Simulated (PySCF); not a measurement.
# Single-point calculation, with input and output: PbCl5 (charge −1)

PbCl5, charge −1, computed with RKS BP86, Pb def2-SVP with ECP60, Cl def2-SVP; non-relativistic Hamiltonian with a scalar-relativistic core potential; density fitting (PySCF 2.14.0).

It belongs to a series of runs on one base structure; here: finer grid at the relaxed geometry.

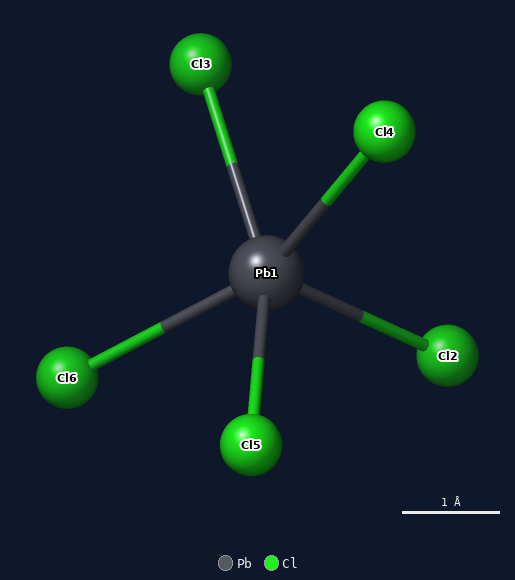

*The input geometry (ball-and-stick view, seen at a tilt; atoms are numbered from 1 in the order of the input). Sticks mark near contacts.*

Bond lengths as drawn: Cl–Pb 2.51 to 2.56 Å.

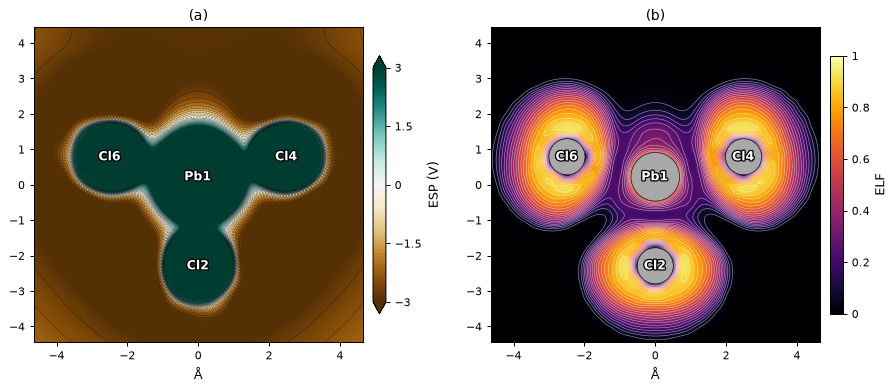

*(a) electrostatic potential; (b) electron localisation function on the plane of atoms Cl4, Pb1 and Cl6. Grey discs, where drawn, cover atomic cores.*

Atoms in the plane: Pb and Cl. Pb–Cl (2.51 Å): the ELF peaks at about 0.85 in the valence shell of Cl, 0.8 Å from its nucleus, and drops to about 0.20 between the two atoms. Pb–Cl (2.56 Å): the ELF peaks at about 0.80 in the valence shell of Cl, 0.9 Å from its nucleus, and drops to about 0.20 between the two atoms.

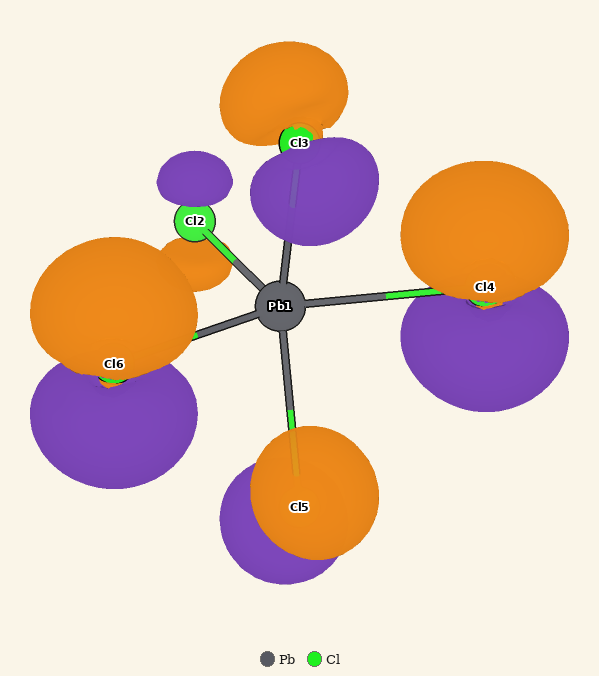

*The HOMO−1 at ±0.1 Å⁻³ᐟ² (orange and purple are the two phases), seen at an oblique angle.*

Its energy is −3.08 eV.

The input and output of the run follow.

### Input file
```python
mol = gto.M(atom='''
Pb    -0.00000    -0.00000    -0.02695
Cl     0.00000     0.00000     2.48678
Cl     2.49250    -0.00000    -0.59062
Cl     0.00000     2.49250    -0.59062
Cl    -2.49250     0.00000    -0.59062
Cl    -0.00000    -2.49250    -0.59062''',
    basis={'Pb': 'def2-SVP', 'Cl': 'def2-SVP'},
    ecp={'Pb': 'def2-SVP'},
    charge=-1, spin=0)
mf = dft.RKS(mol, xc='B88,P86')
mf.grids.atom_grid = (75, 302)  # f atoms: at least (60, 302), unpruned
mf = mf.density_fit()  # Pb def2-universal-JKFIT, Cl def2-universal-JKFIT
mf.conv_tol = 1e-09; mf.max_cycle = 55
mf.kernel(dm0)
```

The script is an equivalent of the set-up of the self-consistent field. The run itself was carried out by a driver, which started from the orbitals of the step before it where there was one and computed the further properties.

Launch command:
```bash
OMP_NUM_THREADS=2 python <driver script>
```

### Output
```
init E= -2493.76826092987
  HOMO = -0.098396197697272  LUMO = -0.0460408609248068  gap/eV = 1.42466
cycle= 1 E= -2493.76826086076  delta_E= 6.91e-08  |g|= 0.000243  |ddm|= 0.00158
  HOMO = -0.0984205482518124  LUMO = -0.0460442897926102  gap/eV = 1.42523
cycle= 2 E= -2493.7682606043  delta_E= 2.56e-07  |g|= 0.000426  |ddm|= 0.00105
  HOMO = -0.0984031097603529  LUMO = -0.0460414674952317  gap/eV = 1.42483
cycle= 3 E= -2493.76826087401  delta_E= -2.7e-07  |g|= 0.000104  |ddm|= 0.000926
  HOMO = -0.0984050016870564  LUMO = -0.0460417597003944  gap/eV = 1.42488
cycle= 4 E= -2493.76826067073  delta_E= 2.03e-07  |g|= 3.67e-05  |ddm|= 0.000243
  HOMO = -0.0984057065474508  LUMO = -0.0460418733648623  gap/eV = 1.42489
cycle= 5 E= -2493.7682606713  delta_E= -5.71e-10  |g|= 5.35e-06  |ddm|= 8.29e-05
  HOMO = -0.0984059245998885  LUMO = -0.0460418727034308  gap/eV = 1.42490
Extra cycle  E= -2493.76826067123  delta_E= 7.23e-11  |g|= 1.46e-05  |ddm|= 4.11e-05
converged SCF energy = -2493.76826067123
```

### Results in brief

- outcome: converged
- total energy: −2493.768261 hartree
- HOMO: −2.68 eV
- LUMO: −1.25 eV
- largest force (length of the vector): 0.008 eV/Å
- hardware: 2 threads of Arm Neoverse V1, 24 GiB of memory available, shared host
- wall time: 14 s (CPU time 28 s)
- peak memory: 0.95 GiB
